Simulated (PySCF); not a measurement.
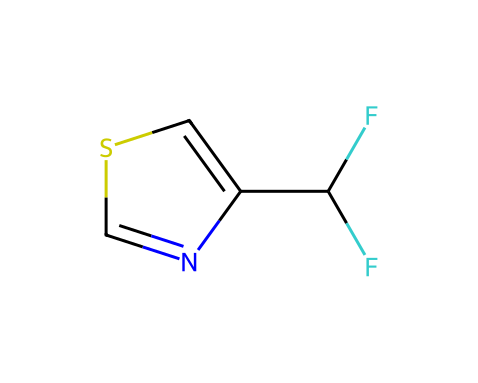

Structural formula above. The geometry was computed by an optimisation with GFN2-xTB. No frequency run is at hand to confirm it as a minimum.

Describe the 3D structure.

Formula C4H3F2NS. As SMILES it reads `FC(F)c1cscn1`. Independent rings (smallest set): 1 of 5 members, 1 of them aromatic. Among its groups: C–F bond. This geometry has Cs symmetry. Coordination: 1 C tetrahedral; 3 C trigonal planar; 1 S bent; 1 N bent.

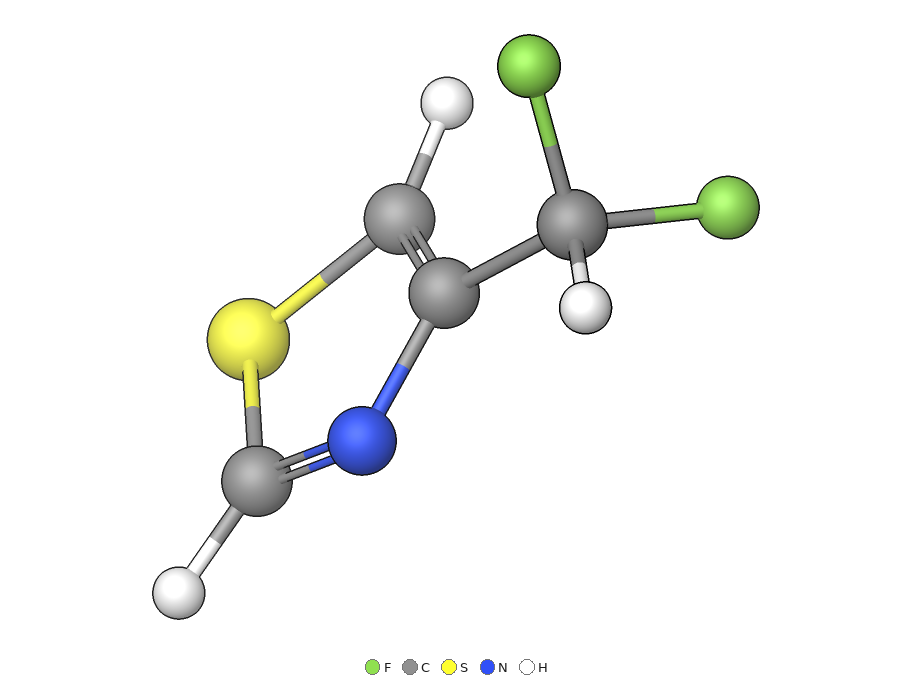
